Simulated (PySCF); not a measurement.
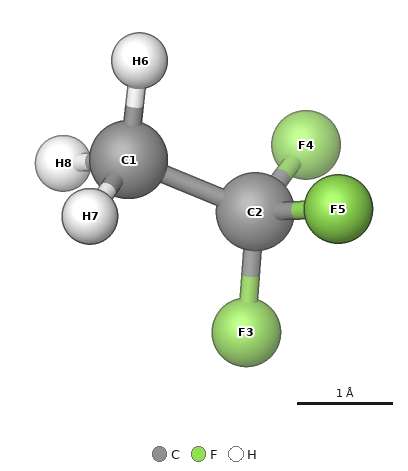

Fig. 1: The structure (ball-and-stick view, seen at a tilt; atoms are numbered from 1 in the order of the input).

# What a change does: excited-state calculation on C$_{2}$H$_{3}$F$_{3}$

System: C$_{2}$H$_{3}$F$_{3}$ (1,1,1-trifluoroethane), SMILES CC(F)(F)F.
Method of run A: TDDFT HF/def2-SVPD, vertical, gas phase, core orbitals frozen in the response (PySCF 2.14.0).

The geometry comes from this level: PBE0-D3(BJ)/def2-SVP. Text and figures count atoms from 1; the logs count them from 0 in places.

### The input, run A
```
{"job": {"kind": "uv", "xc": "HF", "basis": "def2-SVPD", "ip": true}, "charge": 0, "multiplicity": 1}
C      0.717766     0.095824     0.339293
C     -0.619972    -0.088996    -0.311441
F     -0.500773    -0.565396    -1.555200
F     -1.383920    -0.948066     0.372929
F     -1.293798     1.064322    -0.391018
H      0.580371     0.485668     1.355760
H      1.315604     0.806181    -0.245541
H      1.238207    -0.869151     0.385865
```

The first line tells a small driver script what to run in PySCF; the rest is the geometry in Å.

Launched with:
```bash
OMP_NUM_THREADS=1 python <driver script> task.json out
```

Hardware: 1 CPU thread, shared host.

### Output (run A)
```
final grid: 73344 points
cycle   1  E = -375.3867315326  dE =  8.305e-01  |g| = 8.723e-01  |ddm| = 3.011e+00
cycle   2  E = -375.5009941578  dE = -1.143e-01  |g| = 5.037e-01  |ddm| = 1.189e+00
cycle   3  E = -375.5428492420  dE = -4.186e-02  |g| = 6.024e-02  |ddm| = 4.561e-01
cycle   4  E = -375.5439982580  dE = -1.149e-03  |g| = 1.768e-02  |ddm| = 1.020e-01
cycle   5  E = -375.5440992925  dE = -1.010e-04  |g| = 3.317e-03  |ddm| = 3.050e-02
cycle   6  E = -375.5441048867  dE = -5.594e-06  |g| = 7.027e-04  |ddm| = 1.069e-02
cycle   7  E = -375.5441051382  dE = -2.514e-07  |g| = 1.764e-04  |ddm| = 1.679e-03
cycle   8  E = -375.5441051540  dE = -1.583e-08  |g| = 5.152e-05  |ddm| = 3.808e-04
cycle   9  E = -375.5441051552  dE = -1.171e-09  |g| = 1.277e-05  |ddm| = 1.270e-04
cycle  10  E = -375.5441051552  dE = -8.276e-11  |g| = 3.568e-06  |ddm| = 3.283e-05
converged SCF energy = -375.5441051552

Static polarisability (au): isotropic 26.672, principal 26.421 26.427 27.169

Singlet excitations
state   eV       nm        f      main configurations
  1  12.5673     98.7   0.19793   H-1->L 0.76, H-1->L+1 0.11
  2  12.5725     98.6   0.19850   H-2->L 0.76, H-2->L+1 0.11
  3  12.9605     95.7   0.10712   H->L 0.92
  4  14.0820     88.0   0.02641   H-1->L+6 0.24, H->L+5 0.21, H-1->L+1 0.16
  5  14.0828     88.0   0.02726   H-2->L+6 0.23, H->L+4 0.22, H-2->L+1 0.16
  6  14.2485     87.0   0.00390   H->L+1 0.83
  7  14.3600     86.3   0.00002   H->L+4 0.27, H-2->L+1 0.11, H->L+15 0.11
  8  14.3614     86.3   0.00001   H->L+5 0.28, H->L+16 0.11, H-1->L+1 0.10
  9  14.4284     85.9   0.00088   H-1->L+4 0.32, H-2->L+5 0.24
 10  14.4480     85.8   0.06649   H-2->L+4 0.15, H-1->L+5 0.15, H-2->L+1 0.10

Triplet excitations (Tamm-Dancoff, eV): 11.3954 11.3978 11.5658 12.8731
Vertical ionisation energy (delta-SCF) = 14.0128 eV
```

The input of run B differs as follows (lines with − go, lines with + come):
```diff
-"xc": "HF"
+"xc": "B3LYP"
```

Predict how the results change.

The total energies belong to different methods, so their difference says nothing on which is more stable or more accurate. The HOMO goes from −15.55 to −10.83 eV. The LUMO goes from 2.54 to 0.35 eV. The dipole moment goes from 2.53 to 2.33 D. The lowest excitation goes from 12.57 to 10.21 eV. The strongest computed line goes from 12.57 to 11.82 eV. The method changes from HF to B3LYP. The SCF takes 12 iterations against 10.

### Output (run B)
```
coarse grid: 7296 points
cycle   1  E = -377.1337408829  dE =  6.488e-01  |g| = 8.365e-01  |ddm| = 3.271e+00
cycle   2  E = -376.9996539982  dE =  1.341e-01  |g| = 1.266e+00  |ddm| = 1.565e+00
cycle   3  E = -377.2550550683  dE = -2.554e-01  |g| = 6.978e-02  |ddm| = 9.185e-01
cycle   4  E = -377.2559181046  dE = -8.630e-04  |g| = 2.961e-02  |ddm| = 9.625e-02
cycle   5  E = -377.2561189918  dE = -2.009e-04  |g| = 2.375e-03  |ddm| = 3.103e-02
cycle   6  E = -377.2561201394  dE = -1.148e-06  |g| = 1.928e-04  |ddm| = 2.725e-03
final grid: 73344 points
cycle   7  E = -377.3047050520  dE = -2.473e-05  |g| = 5.425e-03  |ddm| = 4.437e-02
cycle   8  E = -377.3046998870  dE =  5.165e-06  |g| = 7.766e-03  |ddm| = 1.021e-02
cycle   9  E = -377.3047104694  dE = -1.058e-05  |g| = 4.234e-04  |ddm| = 5.570e-03
cycle  10  E = -377.3047105024  dE = -3.301e-08  |g| = 1.197e-04  |ddm| = 5.037e-04
cycle  11  E = -377.3047105054  dE = -3.070e-09  |g| = 2.332e-05  |ddm| = 1.295e-04
cycle  12  E = -377.3047105055  dE = -5.366e-11  |g| = 1.379e-05  |ddm| = 2.263e-05
converged SCF energy = -377.3047105055

Static polarisability (au): isotropic 29.685, principal 29.199 29.205 30.651

Singlet excitations
state   eV       nm        f      main configurations
  1  10.2079    121.5   0.06147   H->L 0.99
  2  10.7318    115.5   0.03119   H-1->L 0.99
  3  10.7339    115.5   0.03081   H-2->L 0.99
  4  10.8910    113.8   0.00001   H-3->L 0.98
  5  11.4691    108.1   0.00004   H->L+1 0.97
  6  11.7740    105.3   0.00538   H->L+2 0.78, H->L+4 0.11
  7  11.7769    105.3   0.00534   H->L+3 0.78, H->L+5 0.11
  8  11.8206    104.9   0.11717   H-4->L 0.51, H-2->L+1 0.28, H->L+2 0.11
  9  11.8214    104.9   0.11613   H-5->L 0.51, H-1->L+1 0.29, H->L+3 0.10
 10  12.0524    102.9   0.03838   H->L+4 0.53, H-4->L 0.28

Triplet excitations (Tamm-Dancoff, eV): 10.0288 10.4237 10.4263 10.8184
Vertical ionisation energy (delta-SCF) = 13.6069 eV
```

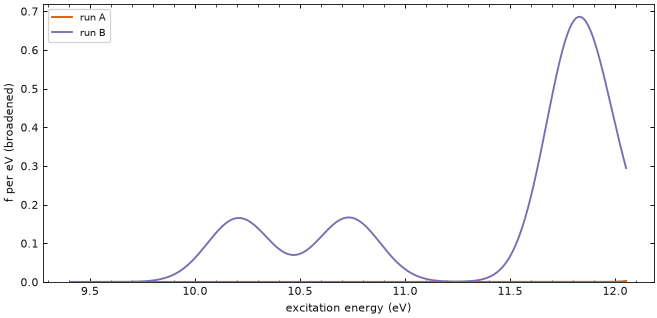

Fig. 2: Absorption of the two runs from their computed states, each broadened by a Gaussian of 0.35 eV full width; the range ends where the shorter list of states ends.

### The two runs side by side

```tsv
quantity	run A	run B
outcome	converged	converged
total energy (hartree)	−375.544105	−377.304711
HOMO (eV)	−15.55	−10.83
LUMO (eV)	2.54	0.35
dipole moment (D)	2.53	2.33
lowest excitation (eV)	12.57	10.21
SCF iterations	10	12
strongest computed line (eV)	12.57	11.82
basis functions	133	133
wall time (shared host)	13 s	60 s
```
